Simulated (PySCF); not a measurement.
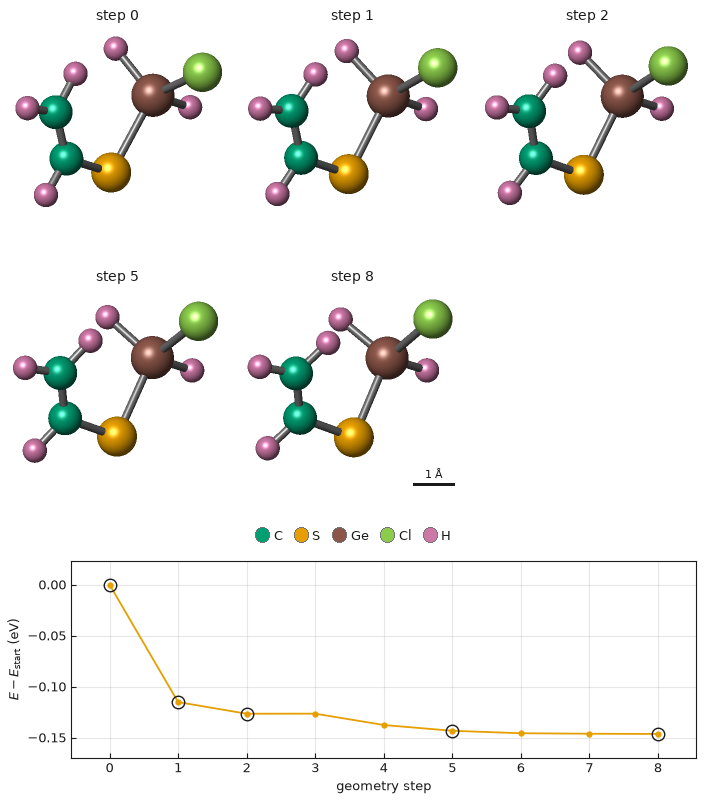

Frames of a relaxation of C2H5ClGeS, marked on the history of the run. The picture is a ball-and-stick view, seen from a free direction.

The start comes from GFN2-xTB. Its atoms were then displaced at random by about 0.01 Å.

Theory: PBE0-D3(BJ)/def2-SVP geometry optimisation, gas phase (PySCF 2.14.0, density-fitted response routines). 

What happens along the run?

Over 8 geometry steps the energy falls by 0.146 eV. An H atom moves most after the best rigid fit: 0.69 Å. By element the largest moves are H 0.69 Å, Cl 0.38 Å, S 0.29 Å, C 0.16 Å, Ge 0.08 Å. Among the contacts that change: Cl–Ge 2.114 → 2.172 Å, C–H 1.068 → 1.093 Å, C–H 1.118 → 1.094 Å, C–C 1.311 → 1.335 Å. Bond angles that change, for instance: H–Ge–H 107.8° → 115.8°, S–Ge–H 114.7° → 109.8°, C–C–H 123.2° → 119.6°. Groups turn about C–S by about 35°. From step 0 to 1: an H atom moves most (0.22 Å), energy −0.115 eV. From step 1 to 2: Cl and H atoms move most (0.12 Å), energy −0.011 eV. From step 2 to 5: an H atom moves most (0.25 Å), energy −0.017 eV. From step 5 to 8: an H atom moves most (0.12 Å), energy −0.003 eV.
